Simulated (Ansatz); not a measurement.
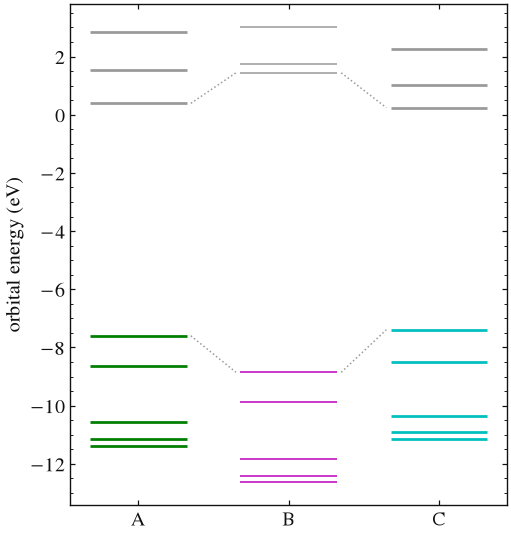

Frontier orbital energies of C₃H₇N, SMILES CC(C)=N at one geometry, def2-TZVPP, the Ansatz code, at a PBE0-D4/def2-TZVP geometry (a minimum by its frequencies). Empty levels are grey, levels within 0.1 eV stand side by side; all columns show the same few orbitals around the gap. Dotted lines join the HOMOs and the LUMOs.

**The columns come from CAM-B3LYP, PBE0 and r2SCAN0. Which is which?**

A: r2SCAN0 (HOMO −7.60, LUMO 0.39, separation 7.99 eV)
B: CAM-B3LYP (HOMO −8.85, LUMO 1.44, separation 10.29 eV)
C: PBE0 (HOMO −7.39, LUMO 0.24, separation 7.63 eV)

Caveats, for all or some of the runs: empty levels above zero depend strongly on the basis.
